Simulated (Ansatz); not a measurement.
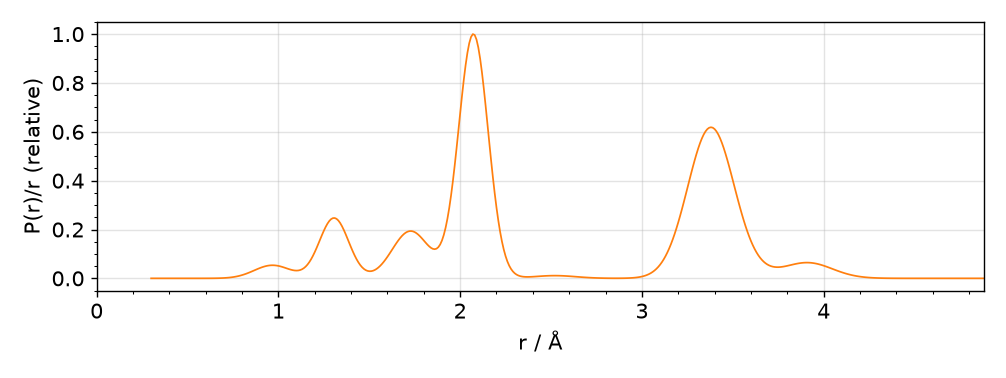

Simulated gas electron diffraction: radial distribution curve of BH₂OSb. Each pair of atoms contributes with weight ZᵢZⱼ/r; damping constant 0.002 Å²; vibrational amplitudes assumed, not computed: 0.05 Å for bonds, 0.078 Å for bonds to H, 0.06 + 0.015 r up to 0.15 Å for other pairs. The geometry is the end point of an optimisation (RKS PBE0-D4/def2-SVP (Ansatz)); it may be a saddle point or a higher isomer.

Which pairs of atoms lie under the first 6 clear peaks? Mark bonded pairs by – and others by ···.

Answer. Peak 1, 0.97 Å: O–H 0.97 Å
Peak 2, 1.31 Å: O–B 1.31 Å
Peak 3, 1.73 Å: Sb–H 1.73 Å
Peak 4, 2.07 Å: Sb–B 2.07 Å
Peak 5, 3.38 Å: Sb···O 3.38 Å
Peak 6, 3.91 Å: Sb···H 3.91 Å
